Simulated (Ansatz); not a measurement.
The calculation's input:

```
crystal:
  periodic: [false, false, false]
  atoms:
    - {symbol: Ge, position_ang: [0.831346, -0.083497, -1.969104]}
    - {symbol: O, position_ang: [0.727776, -0.033484, -0.186991]}
    - {symbol: C, position_ang: [-0.549908, 0.044733, 0.418206]}
    - {symbol: C, position_ang: [-0.373600, 0.052973, 1.921622]}
    - {symbol: H, position_ang: [-1.085470, 0.963237, 0.094550]}
    - {symbol: H, position_ang: [-1.184933, -0.816049, 0.116398]}
    - {symbol: H, position_ang: [-1.347380, 0.114614, 2.431840]}
    - {symbol: H, position_ang: [0.138893, -0.864428, 2.249429]}
    - {symbol: H, position_ang: [0.240073, 0.914000, 2.227840]}
    - {symbol: H, position_ang: [2.329247, -0.162875, -2.265853]}
    - {symbol: H, position_ang: [0.197133, 1.194708, -2.551760]}
    - {symbol: H, position_ang: [0.076814, -1.323942, -2.486177]}
basis:
  gaussian: {orbitals: def2-TZVP, initial_orbitals: start.molden}
hamiltonian: {xc: pbe0, dispersion: d4}
scf: {omitted_lower_state_checks: [starts]}
output: {forces: true, orbitals: {seedname: orbitals}}
```

Launched as:

```sh
ansatz run in.yaml --threads 4 --pin off --events-out ev --progress --plain --max-ram 3916MiB
```

Geometry: r2SCAN-D4/def2-SVP.

The calculation used RKS PBE0-D4/def2-TZVP in Ansatz.

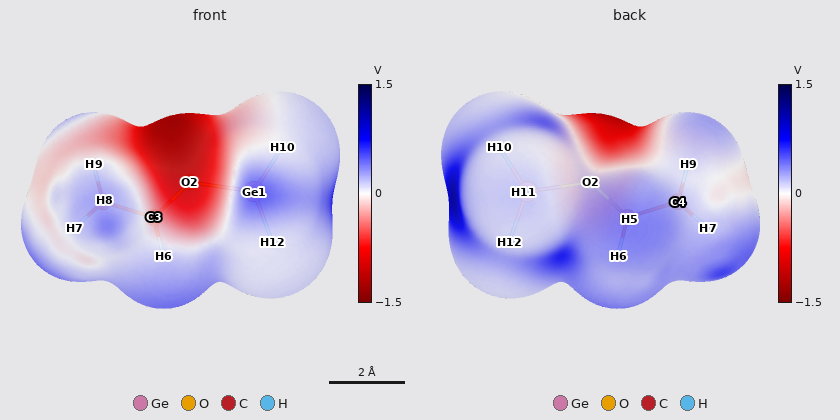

C₂H₈GeO. The electrostatic potential painted on the density surface at 0.001 e/bohr³, seen from the front and from behind; red is negative and blue positive.

Where is the surface potential most negative and most positive?

Answer. The most negative region (about −1.3 V) lies over O2, the most positive (about +1.1 V) over Ge1. O2 is the likeliest acceptor of a hydrogen bond.
